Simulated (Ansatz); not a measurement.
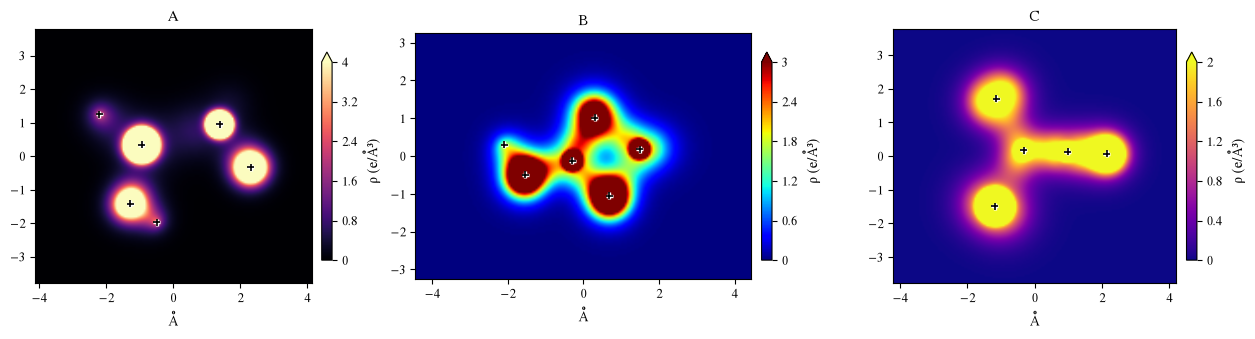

The electron density of 3 systems, each on a plane through atoms (crosses mark nuclei in the plane).

All numbers below come from Ansatz, RKS PBE0-D4/def2-TZVPP.

System 1: C$_{2}$HClOSe, the plane of atoms Cl1, C3 and Se4. Geometry: PBE0-D4/def2-TZVP.

```xyz
6

Cl    1.5274   -0.6463   -1.3514
C    -0.0447   -0.9451    0.7496
C     0.4263   -0.0990   -0.1410
Se   -0.1483    1.6765    0.0671
O    -0.4648   -1.6729    1.5413
H    -1.2538    1.6231   -0.9117
```

System 2: F$_{3}$GaH$_{2}$OSi (SMILES [OH][GaH][Si](F)(F)F), the plane of atoms O1, Ga2 and Si3. Geometry: PBE0-D4/def2-TZVP.

```xyz
8

O    -0.6474   -1.9634   -1.0850
Ga    0.6834   -0.9266   -0.5096
Si    0.0039    1.1040    0.6037
F    -1.5776    1.2196    0.6643
F     0.5234    2.4096   -0.1293
F     0.5195    1.1862    2.1001
H    -1.5280   -1.6278   -0.9034
H     2.1149   -1.4586   -0.7967
```

System 3: C$_{2}$H$_{2}$FNO$_{2}$ (SMILES OC1=NC(F)O1), the plane of atoms N3, C4 and O6. Geometry: PBE0-D4/def2-TZVP.

```yaml
atoms:
  - { symbol: O, position_ang: [1.5416, 0.7320, 1.0150] }
  - { symbol: C, position_ang: [0.5491, 0.2188, 0.3432] }
  - { symbol: N, position_ang: [0.4589, -0.4823, -0.7300] }
  - { symbol: C, position_ang: [-0.9605, -0.3186, -0.5067] }
  - { symbol: F, position_ang: [-1.6447, -1.4339, -0.2623] }
  - { symbol: O, position_ang: [-0.7173, 0.4326, 0.7376] }
  - { symbol: H, position_ang: [2.3650, 0.4916, 0.5701] }
  - { symbol: H, position_ang: [-1.4999, 0.3027, -1.2227] }
```

**Which map belongs to which system?**

Panel A is system 2, F$_{3}$GaH$_{2}$OSi: the plane holds O, Ga, Si, F and H. Si–F (1.59 Å): the density is about 1.2 e/Å³ at the midpoint. Panel B is system 3, C$_{2}$H$_{2}$FNO$_{2}$: the plane holds O, C, N and H. C–N (1.29 Å): ρ at the midpoint is about 2.8 e/Å³. Panel C is system 1, C$_{2}$HClOSe: the plane holds Cl, C, Se and O. C–O (1.15 Å): the density is about 3.8 e/Å³ at the midpoint.
